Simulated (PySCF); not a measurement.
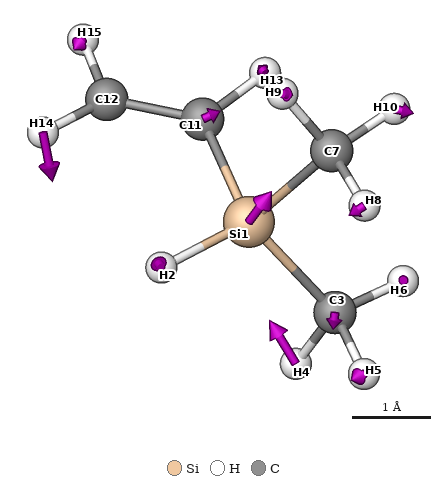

This is a relaxation of C4H10Si. The starting structure is drawn; purple arrows show the displacements, magnified 5 times. The two geometries are superimposed by the best rigid fit.

A ball-and-stick model, seen from a free direction.

The start comes from GFN2-xTB. Its atoms were then displaced at random by about 0.03 Å.

Theory: PySCF 2.14.0, density-fitted response routines, PBE0-D3(BJ)/def2-SVP geometry optimisation, gas phase. 

What happened in the run?

The energy falls by 50.2 kJ/mol in 6 geometry steps. The largest move after the best rigid fit is that of H14, 0.14 Å. Largest moves by element: H 0.14 Å, Si 0.12 Å, C 0.05 Å. Near-neighbour distances that change, for instance: Si1–C7 1.982 → 1.882 Å, Si1–C3 1.806 → 1.882 Å, C3–H4 1.168 → 1.101 Å, C11–C12 1.293 → 1.338 Å. Bond angles that change, for instance: H4–C3–H5 99.2° → 108.1°, Si1–C3–H6 116.6° → 110.7°, H2–Si1–C3 115.4° → 109.7°. The run took 38 s on 1 thread of Arm Neoverse V2 (shared host).
